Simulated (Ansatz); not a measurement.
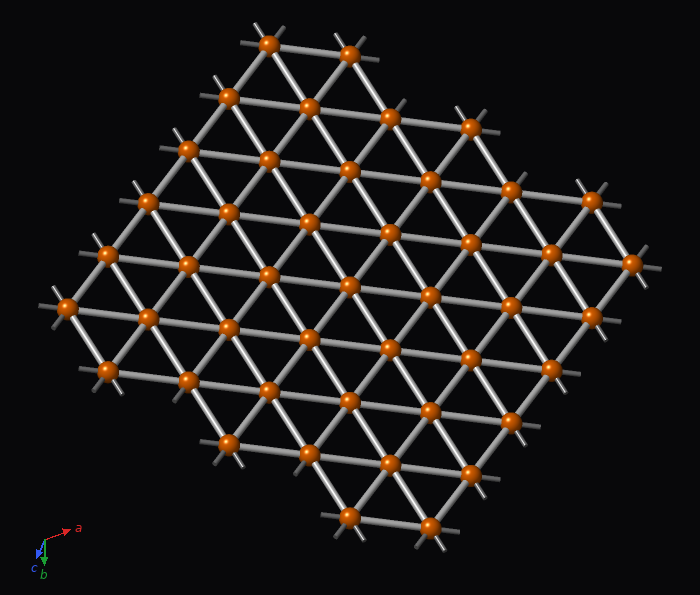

A cut-out of a periodic net derived from a crystal structure. Nodes are coloured by topological kind. One layer is drawn. Short stubs are edges that leave the cut-out.

What net is this?

A uninodal 6-connected, two-periodic (layers) net. It is the hxl net, known from the triangular lattice.

Give point symbol and coordination sequence.

3^6.4^6.5^3, sequence 6, 12, 18, 24, 30, 36.

Where the net comes from. The compound is Cs2H (space group P6/mmm, No. 191), taken as coordinates from a relaxation with DFT PBE, scalar-relativistic, plane waves, PAW in Ansatz 0.2.0; the starting structure was generated, so it need not be a known form of this composition. Bonds are taken as Cs–Cs below 4.2 Å and Cs–H below 4.2 Å; no other contact counts. The graph is simplified in the usual way: terminal and isolated atoms are pruned, two-connected atoms become edges. Cs and H are 6-connected nodes.
